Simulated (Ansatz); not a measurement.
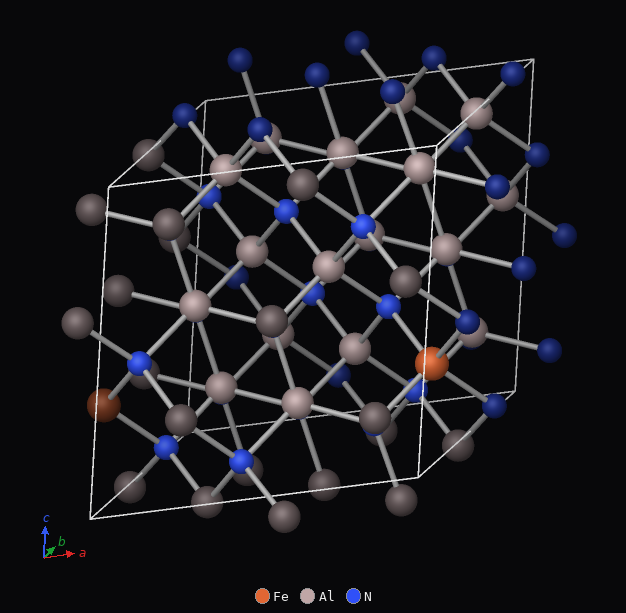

A ball-and-stick rendering, viewed slightly off an axis. The simulation cell is outlined; an atom on or near a face, edge or corner is repeated at each equivalent position. Every bond is drawn to its end, so some atoms lie outside the box, in fainter colours. Cell: a = 7.284 Å, b = 7.284 Å, c = 7.284 Å, α = 79.00°, β = 79.00°, γ = 79.00°.

What is this?

It has the composition Al17FeN18. Its lattice is rhombohedral (trigonal R), its space group R3m (No. 160). The cell comprises 1 formula unit: 17 Al, 1 Fe, 18 N. Around each Fe lie four N in a tetrahedral arrangement at about 1.9 Å. Al is coordinated by four N in a tetrahedral arrangement at about 1.9 Å. By the bonds in the drawing, the coordination numbers are N 4. The bonds build a three-dimensional framework.

The model was built from a structure listed in the Materials Project, repeated into a supercell with a point defect put in. The atoms were relaxed in a fixed cell with DFT LDA, scalar-relativistic, plane waves, PAW (Ansatz 0.2.0).
